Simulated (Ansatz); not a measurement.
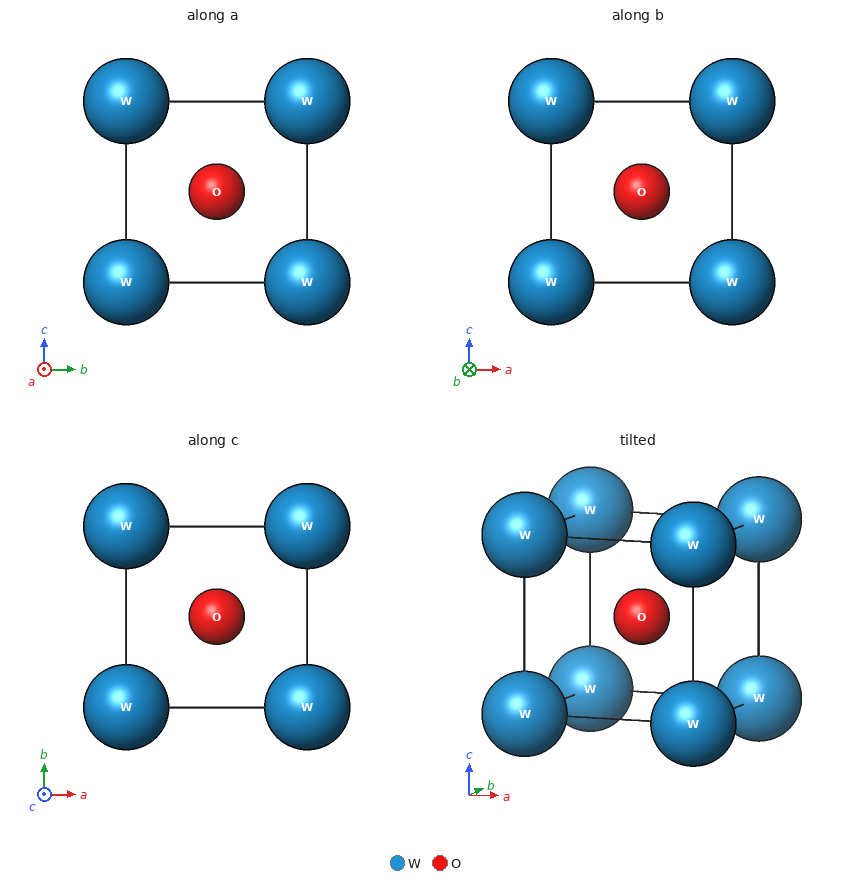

The crystal in a spheres-only representation, seen along the a axis, along the b axis, along the c axis and slightly off an axis. One conventional unit cell is framed, with atoms on its boundary repeated.

Lattice parameters: a = 2.975 Å, b = 2.975 Å, c = 2.975 Å, α = 90.00°, β = 90.00°, γ = 90.00°.

**Set out the cell and atoms as a table of Wyckoff sites.**

Space group Pm-3m (No. 221).
```tsv
atom	site	x	y	z
W	1a	0.0000	0.0000	0.0000
O	1b	0.5000	0.5000	0.5000
```

The cell started as a structure type filled with these elements by a generator (whether the compound takes this form wasn't checked). A relaxation with Ansatz, DFT r2SCAN+U, scalar-relativistic, plane waves, PAW gave the geometry drawn.
